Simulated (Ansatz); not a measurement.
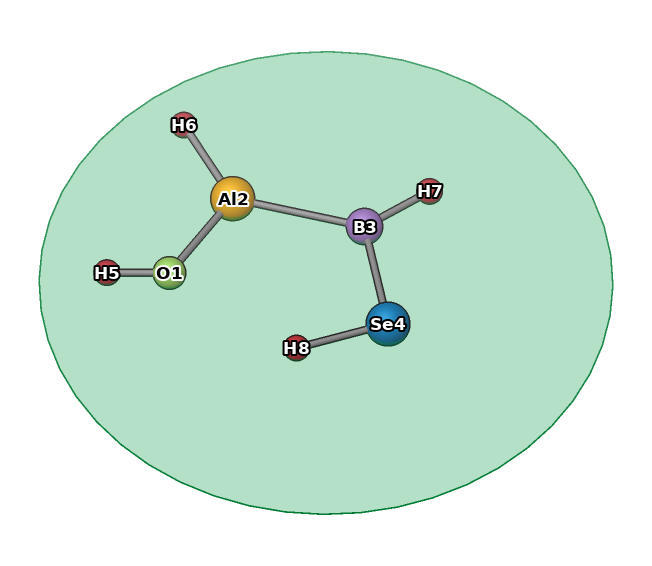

A disc through the centre of mass is drawn in. Depth is shown by fading: the farther an atom, the more it takes the colour of the background. Computed geometry: PBE-D4/def2-SVP optimisation. No frequency run is at hand to confirm it as a minimum.

### Is the plane of the disc a mirror plane of the structure?

Yes. The reflection leaves O1, Al2, B3, Se4, H5, H6, H7, H8 in place. The point group is Cs.
